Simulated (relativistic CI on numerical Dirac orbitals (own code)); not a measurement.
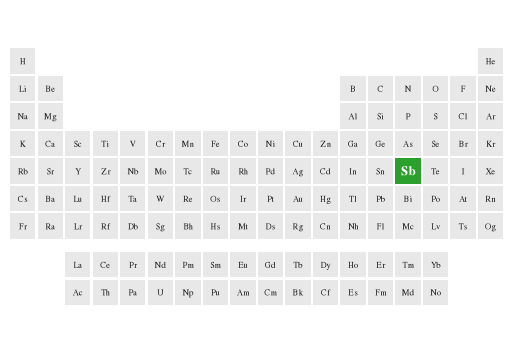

The place of antimony in the periodic table.

Relativistic CI calculation for Sb²⁺

System: Sb²⁺.
Method: Dirac-Coulomb-Breit CI, KLI orbitals optimised for each configuration, model QED (radiative potential, 1s self-energy scaled to tabulated hydrogen-like ionisation energies), numerical settings as typed (relativistic CI on numerical Dirac orbitals, in-house).

**Input**
```
atom Sb  Z=51  charge=2  electrons=49
nucleus A=121  rms_radius_fm=4.6802
hamiltonian dirac-coulomb  breit=on  qed=on  c_scale=1
orbitals kli  potential=per-configuration
slater_scale 1
correlation none
mixing on
grid step=0.0125 r_max=67.1
scf mixing=0.4 start=green max_iterations=71 tolerance=2e-08 node_fill=0.05
configurations
  [Kr] 4d10 5s2 5p
  [Kr] 4d10 5s2 5p
end
```

Hardware: 1 CPU thread, shared host.

The run was one of a batch that the task file lists, launched with:
```bash
python <driver script> task.json out
```

The program writes its results to a structured record and prints no log; tables and figures of this report are taken from that record.

**Outcome**

```
quantity                   value
 outcome  refused by the program
```

**Diagnosis**

This input holds a deliberate fault: configuration. The program refused the input; the driver noted: a configuration is listed twice.
